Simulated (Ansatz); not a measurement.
# RPA/cc-pVDZ-DK run of AlHOF2 (SMILES [OH][Al]([F])[F])

What is the energy change on altering one bond length of AlHOF2 at RPA/cc-pVDZ-DK? 

The calculation is run with Ansatz 0.2.0.

3 further runs of the same task are left out: 1 that didn't finish, 2 set aside as unsound or not needed.

## Step 1: The molecule

AlHOF2: 5 atoms, total charge 0, spin state singlet. As SMILES, `[OH][Al]([F])[F]`. The shape is that of a PBE0-D4/def2-TZVP optimisation.

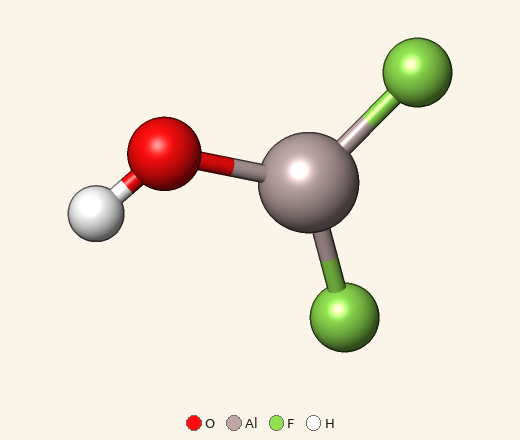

The structure, seen from a chosen angle (oxygen red, aluminium light grey, fluorine green, hydrogen white).

## Step 2: The energy at RPA/cc-pVDZ-DK

Input file in.yaml:

```yaml
crystal:
  periodic: [false, false, false]
  atoms:
    - {symbol: O, position_ang: [0.004500, 1.227000, 0.002400]}
    - {symbol: Al, position_ang: [0.185700, -0.435200, 0.092100]}
    - {symbol: F, position_ang: [1.487400, -1.050600, 0.862600]}
    - {symbol: F, position_ang: [-0.897900, -1.471800, -0.566700]}
    - {symbol: H, position_ang: [-0.729900, 1.657100, -0.431800]}
basis:
  gaussian:
    orbitals: cc-pVDZ-DK.json
magnetization:
  spin_polarized: false
  initial_magnetization: 0
hamiltonian:
  xc: hf
  pseudopotentials: {relativity: none}
correlation:
  method: rpa
  electrons: all
output: {orbitals: {seedname: orbitals}}
```

The basis set cc-pVDZ-DK is read from a file made from the Basis Set Exchange's data (not shown).

The run is started by

```sh
$ ansatz run in.yaml --threads 1 --pin off --max-ram 2610MiB --events-out events.jsonl --progress --plain --runs-dir runs
```

The program printed:

```text
Warning: RAYON_NUM_THREADS=1 ignored (pool sized by the plan → 1); use --threads N
Functional definition: HF
  name "HF"
  exchange = exact_x
  correlation = 0
608 factors; integrals over basis functions are off by at most 8.6e-4 eV
mean field evaluation 1: about -14046.5659 eV, gradient 4.7e1 eV
mean field evaluation 2: about -14046.6133 eV, gradient 4.8e1 eV
mean field evaluation 4: about -14050.4245 eV, gradient 1.6e0 eV
mean field evaluation 8: about -14050.4510 eV, gradient 2.3e-1 eV
mean field -14050.45122069 eV, -516.3445586223 hartree, gradient 1.5e-6 eV, S^2 0.000000; 0 other end points of the search recorded, 0 dependent functions left out
reference -14050.45122069 eV, -516.3445586223 hartree; 20, 20 occupied and 45, 45 virtual orbitals, 608 factors
WARN: the results are in doubt because the basis set is contracted for relativity, which is off
Total energy: -14069.14699605 eV, -517.0316156945 hartree
In doubt: the basis set is contracted for relativity, which is off
```

Run time: 0.68 s. Hardware: 1 thread of Arm Neoverse V1, shared host; peak memory 0.11 GiB.

## Step 3: The distorted shape, same level

Input file in.yaml:

```yaml
crystal:
  periodic: [false, false, false]
  atoms:
    - {symbol: O, position_ang: [0.518548, 0.925949, 0.306321]}
    - {symbol: Al, position_ang: [0.699748, -0.736251, 0.396021]}
    - {symbol: F, position_ang: [2.001448, -1.351651, 1.166521]}
    - {symbol: F, position_ang: [-0.383852, -1.772851, -0.262779]}
    - {symbol: H, position_ang: [-0.729900, 1.657100, -0.431800]}
basis:
  gaussian:
    orbitals: cc-pVDZ-DK.json
magnetization:
  spin_polarized: false
  initial_magnetization: 0
hamiltonian:
  xc: hf
  pseudopotentials: {relativity: none}
correlation:
  method: rpa
  electrons: all
output: {orbitals: {seedname: orbitals}}
```

The basis set cc-pVDZ-DK is read from a file made from the Basis Set Exchange's data (not shown).

The run is started by

```sh
$ ansatz run in.yaml --threads 1 --pin off --max-ram 2610MiB --events-out events.jsonl --progress --plain --runs-dir runs
```

The program printed:

```text
Warning: RAYON_NUM_THREADS=1 ignored (pool sized by the plan → 1); use --threads N
Functional definition: HF
  name "HF"
  exchange = exact_x
  correlation = 0
607 factors; integrals over basis functions are off by at most 8.1e-4 eV
mean field evaluation 1: about -14040.6718 eV, gradient 5.2e1 eV
mean field evaluation 2: about -14040.7195 eV, gradient 5.2e1 eV
mean field evaluation 4: about -14046.0767 eV, gradient 4.5e0 eV
mean field evaluation 8: about -14046.1745 eV, gradient 5.9e-1 eV
mean field -14046.17724125 eV, -516.1874927751 hartree, gradient 2.5e-6 eV, S^2 0.000000; 0 other end points of the search recorded, 0 dependent functions left out; unrestricted orbitals would lower it
mean field evaluation 16: about -14046.1066 eV, gradient 8.5e0 eV
reference -14046.17724125 eV, -516.1874927751 hartree; 20, 20 occupied and 45, 45 virtual orbitals, 607 factors
WARN: the results are in doubt because the basis set is contracted for relativity, which is off
Total energy: -14065.29965377 eV, -516.8902284737 hartree
In doubt: the basis set is contracted for relativity, which is off
```

It took 0.76 s on 1 thread of Arm Neoverse V1, shared host; peak memory 0.11 GiB.

## Step 4: Summary of results

Level: RPA/cc-pVDZ-DK.

| quantity | value |
| --- | --- |
| first shape: total energy | -517.03162 Eh |
| first shape: HOMO energy (Hartree–Fock orbitals) | -14.36 eV |
| first shape: LUMO energy (Hartree–Fock orbitals) | 2.11 eV |
| first shape: HOMO–LUMO gap (Hartree–Fock orbitals) | 16.47 eV |
| first shape: RPA correlation energy | -687.1 mEh |
| distorted shape: total energy | -516.89023 Eh |
| distorted shape: HOMO energy (Hartree–Fock orbitals) | -13.56 eV |
| distorted shape: LUMO energy (Hartree–Fock orbitals) | 0.09 eV |
| distorted shape: HOMO–LUMO gap (Hartree–Fock orbitals) | 13.65 eV |
| distorted shape: RPA correlation energy | -702.7 mEh |
| energy change with the O1–H5 bond stretched from 0.955 to 1.624 Å | 3.847 eV |

**Reading.** With the O1–H5 bond stretched from 0.955 to 1.624 Å the energy rises by 3.85 eV (89 kcal/mol). The first shape isn't relaxed at this level, so the change isn't measured from a minimum. The basis (first shape) was made for a relativistic Hamiltonian, but the run is non-relativistic. The restricted solution (distorted shape) is unstable to spin breaking: an unrestricted one lies lower. The basis (distorted shape) was made for a relativistic Hamiltonian, but the run is non-relativistic.
